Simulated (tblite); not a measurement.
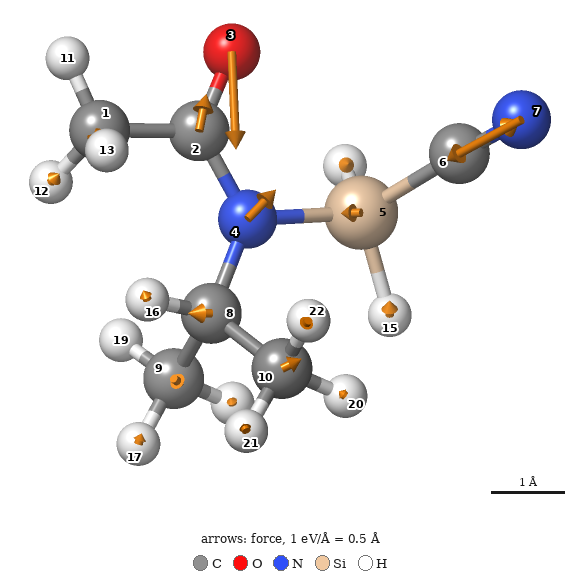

Starting geometry of C6H12N2OSi with the computed forces as orange arrows. Style: ball-and-stick. Shown face on.

These are results of GFN2-xTB geometry optimisation, gas phase (tblite 0.8.0), not measurements. 

Is this structure relaxed? If not, where do the atoms go?

Answer. It isn't relaxed: the largest force vector, on an N atom, is 2.84 eV/Å. The final displacements have little in common with the starting forces (cosine between the two patterns 0.16). The atom that moves furthest after the best rigid fit is an N atom (0.46 Å). Largest moves by element: N 0.46 Å, H 0.44 Å, O 0.44 Å, C 0.33 Å, Si 0.15 Å. Near-neighbour distances that change, for instance: O–Si 2.887 → 2.348 Å, C–N 1.386 → 1.334 Å, H–Si 1.479 → 1.451 Å, C–N 1.169 → 1.145 Å. Bond angles that change, for instance: C–N–Si 114.1° → 103.7°, Si–N–C 120.0° → 130.0°, O–C–N 124.3° → 114.6°. The energy falls by 10.4 kcal/mol in 108 geometry steps.
